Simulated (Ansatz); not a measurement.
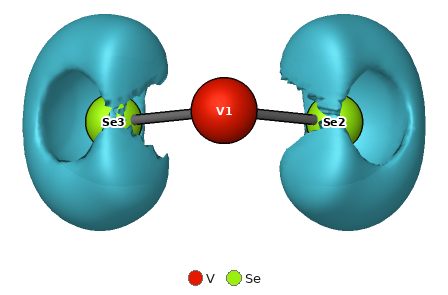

Figure. Se$_{2}$V (quartet). Isosurface of the electron localisation function at 0.75 (cyan), seen from one side. Only the valence region is drawn (cores and ρ < 0.01 e/Å³ removed).

Geometry: PBE-D4/def2-TZVP; ⟨S²⟩ = 3.84, above the pure value of 3.75.

The calculation used UKS PBE0-D4/def2-TZVP (Ansatz).

```xyz
3

V     0.3584    0.6092    0.7419
Se    1.3115   -0.4189   -0.9973
Se   -1.6700   -0.1903    0.2554
```

What do the ELF domains correspond to?

Answer. At this value the surface marks out two rings or bowls of non-bonding electrons around Se. Along the contacts the grid gives the following. V–Se (2.23 Å): the ELF peaks at about 0.70 in the valence shell of Se, 1.0 Å from its nucleus, and is about 0.55 at the midpoint.
